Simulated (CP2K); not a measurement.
**C2H4OSi (SMILES OC#C[SiH3]): IPEA1-xTB**

Aim: the vertical ionisation energy of C2H4OSi at IPEA1-xTB, from 2 runs. 

The results are computed with CP2K 2026.2.

1 further run of the same task is left out (set aside as unsound or not needed).

### 1 The structure to begin with

C2H4OSi has 8 atoms, charge 0, and is taken as a singlet. SMILES: `OC#C[SiH3]`. The shape is that of a PBE0-D4/def2-TZVP optimisation.

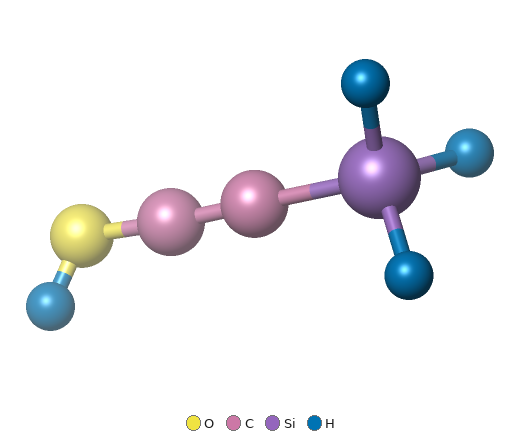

Viewed from a chosen angle; oxygen yellow, carbon pink, silicon purple, hydrogen blue.

### 2 A single-point energy at IPEA1-xTB

calc.inp reads:

```
&FORCE_EVAL
  METHOD QUICKSTEP
  &DFT
    ! Quickstep
    &QS
      METHOD XTB
      EPS_DEFAULT 1.0E-10
      &XTB
        GFN_TYPE TBLITE
        &TBLITE
          METHOD IPEA1
        &END TBLITE
        CHECK_ATOMIC_CHARGES F
      &END XTB
    &END QS
    ! isolated system
    &POISSON
      PERIODIC NONE
      POISSON_SOLVER ANALYTIC
    &END POISSON
    ! self-consistent field
    &SCF
      SCF_GUESS ATOMIC
      EPS_SCF 1.0E-07
      MAX_SCF 150
      ADDED_MOS 8
      &DIAGONALIZATION
        ALGORITHM STANDARD
      &END DIAGONALIZATION
      &MIXING
        METHOD DIRECT_P_MIXING
        ALPHA 0.4
      &END MIXING
    &END SCF
    ! extra output
    &PRINT
      &MOMENTS
        PERIODIC F
        REFERENCE COM
        MAX_MOMENT 1
      &END MOMENTS
      &MO ON
        ENERGIES T
        OCCUPATION_NUMBERS T
        NDIGITS 6
        &EACH
          QS_SCF 0
        &END EACH
        ADD_LAST NUMERIC
      &END MO
      &HIRSHFELD OFF
      &END HIRSHFELD
    &END PRINT
  &END DFT
  ! structure
  &SUBSYS
    &CELL
      ABC 21.3 19.5 18.3
      PERIODIC NONE
    &END CELL
    &COORD
      O      2.579200     0.927900     0.488100
      C      1.380900     0.489600     0.263100
      C      0.263000     0.053700     0.119800
      Si    -1.409600    -0.594800    -0.108400
      H      2.920800     1.394400    -0.284700
      H     -2.349500     0.046300     0.846200
      H     -1.863400    -0.311200    -1.494000
      H     -1.429300    -2.063000     0.114200
    &END COORD
    &TOPOLOGY
      &CENTER_COORDINATES
      &END CENTER_COORDINATES
    &END TOPOLOGY
  &END SUBSYS
&END FORCE_EVAL

&GLOBAL
  PROJECT_NAME calc
  RUN_TYPE ENERGY
  PRINT_LEVEL MEDIUM
&END GLOBAL
```

Run with:

```bash
$ OMP_NUM_THREADS=1 cp2k.psmp -i calc.inp -o calc.out
```

The log of the run, cut to the lines that bear on the results:

```text
CP2K| version string:                                       CP2K version 2026.2
[...]
 GLOBAL| Method name                                                        CP2K
[...]
 GLOBAL| Run type                                                         ENERGY
[...]
                             - Atoms:                                          8
[...]
                             - Spherical basis functions:                     32
[...]
 Number of electrons:                                                         22
[...]
  *** SCF run converged in    17 steps ***
[...]
  Fermi energy:                                                -0.33126502330493
[...]
 TB_DIPOLE| Moment [Debye]          2.50490933       1.41225807      -0.74403959
 TB_DIPOLE| Derivative [a.u.]       0.00000000       0.00000000       0.00000000
[...]
 ENERGY| Total FORCE_EVAL ( QS ) energy [hartree]            -13.611810812221389
[...]
```

Run time: 0.26 s. Hardware: 1 thread of Arm Neoverse V1, shared host.

### 3 The doublet cation

qs.inp reads:

```
&FORCE_EVAL
  METHOD QS
  &DFT
    CHARGE 1
    MULTIPLICITY 2
    UNRESTRICTED_KOHN_SHAM T
    &QS
      METHOD XTB
      EPS_DEFAULT 1.0E-10
      &XTB
        GFN_TYPE TBLITE
        &TBLITE
          METHOD IPEA1
        &END TBLITE
        CHECK_ATOMIC_CHARGES F
      &END XTB
    &END QS
    &POISSON
      PERIODIC NONE
      POISSON_SOLVER ANALYTIC
    &END POISSON
    &SCF
      SCF_GUESS ATOMIC
      EPS_SCF 1.0E-07
      MAX_SCF 150
      ADDED_MOS 8
      &DIAGONALIZATION
        ALGORITHM STANDARD
      &END DIAGONALIZATION
      &MIXING
        METHOD DIRECT_P_MIXING
        ALPHA 0.4
      &END MIXING
    &END SCF
    # extra output
    &PRINT
      &MOMENTS
        PERIODIC F
        REFERENCE COM
        MAX_MOMENT 1
      &END MOMENTS
      &MO ON
        ENERGIES T
        OCCUPATION_NUMBERS T
        NDIGITS 6
        &EACH
          QS_SCF 0
        &END EACH
        ADD_LAST NUMERIC
      &END MO
      &HIRSHFELD OFF
      &END HIRSHFELD
    &END PRINT
  &END DFT
  &SUBSYS
    # vacuum box
    &CELL
      ABC 21.3 19.5 18.3
      PERIODIC NONE
    &END CELL
    &COORD
      O      2.579200     0.927900     0.488100
      C      1.380900     0.489600     0.263100
      C      0.263000     0.053700     0.119800
      Si    -1.409600    -0.594800    -0.108400
      H      2.920800     1.394400    -0.284700
      H     -2.349500     0.046300     0.846200
      H     -1.863400    -0.311200    -1.494000
      H     -1.429300    -2.063000     0.114200
    &END COORD
    &TOPOLOGY
      &CENTER_COORDINATES
      &END CENTER_COORDINATES
    &END TOPOLOGY
  &END SUBSYS
&END FORCE_EVAL

&GLOBAL
  PROJECT qs
  RUN_TYPE ENERGY
  PRINT_LEVEL MEDIUM
&END GLOBAL
```

Run with:

```bash
$ OMP_NUM_THREADS=1 cp2k.psmp -i qs.inp > qs.out 2>&1
```

The log of the run, cut to the lines that bear on the results:

```text
CP2K| version string:                                       CP2K version 2026.2
[...]
 GLOBAL| Method name                                                        CP2K
[...]
 GLOBAL| Run type                                                         ENERGY
[...]
                             - Atoms:                                          8
[...]
                             - Spherical basis functions:                     32
[...]
 Number of electrons:                                                         11
[...]
  *** SCF run converged in    27 steps ***
[...]
  Fermi energy:                                                -0.61897636148333
[...]
 TB_DIPOLE| Moment [Debye]         -0.84571720       0.09475291      -0.97173119
 TB_DIPOLE| Derivative [a.u.]       0.00000000       0.00000000       0.00000000
[...]
 ENERGY| Total FORCE_EVAL ( QS ) energy [hartree]            -13.081631389008852
[...]
```

Wall time 0.32 s (1 thread of Arm Neoverse V1, shared host).

### 4 Results

At IPEA1-xTB:

```
                                                  quantity         value
                             singlet C2H4OSi: total energy  -13.61181 Eh
singlet C2H4OSi: dipole moment (from atomic charges alone)        2.97 D
                              singlet C2H4OSi: HOMO energy     -11.93 eV
                              singlet C2H4OSi: LUMO energy      -8.12 eV
                            singlet C2H4OSi: HOMO–LUMO gap       3.81 eV
                              doublet cation: total energy  -13.08163 Eh
        doublet cation: HOMO energy (highest over α and β)     -16.90 eV
         doublet cation: LUMO energy (lowest over α and β)     -16.78 eV
        vertical ionisation energy (to the doublet cation)     14.427 eV
```

What this shows: Removing an electron at fixed nuclei costs 14.43 eV (1392 kJ/mol). xTB total energies overstate such differences by several eV unless an empirical shift is taken off; none is applied here. The dipole (singlet C2H4OSi) comes from point charges on the atoms alone, without atomic dipoles, so it is partial.
